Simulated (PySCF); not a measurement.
Se(H)(tBu), SMILES CC(C)([SeH])C at its GFN2-xTB optimised geometry (Å):

```
15

Se    -1.7443     0.1090     0.0000
H     -1.8551     1.5508     0.0000
C      0.2890     0.1090     0.0000
C      0.7667     0.8343    -1.2475
C      0.7674     0.8041     1.2644
C      0.7070    -1.3533    -0.0176
H      1.8551     0.8156    -1.2896
H      0.4418     1.8737    -1.2424
H      0.3795     0.3551    -2.1444
H      0.4411     1.8429     1.2854
H      0.3819     0.3025     2.1497
H      1.8558     0.7857     1.3046
H      0.3240    -1.8737     0.8597
H      0.3269    -1.8516    -0.9088
H      1.7932    -1.4301    -0.0167
```

Level of theory: B3LYP/def2-TZVP (PySCF). Cells within 0.4 Å of a nucleus heavier than hydrogen are left out (blank, or x).

Map of the electrostatic potential (hartree/e), clipped to [-0.08, 0.12] on the plane z = 0.0 Å:

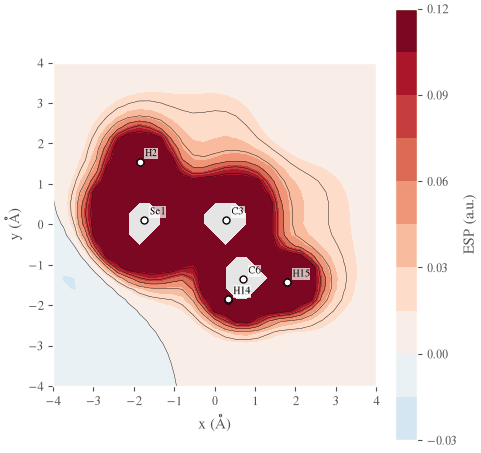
Figure. Electrostatic potential (hartree/e), clipped to [-0.08, 0.12] on the plane z = 0.0 Å.
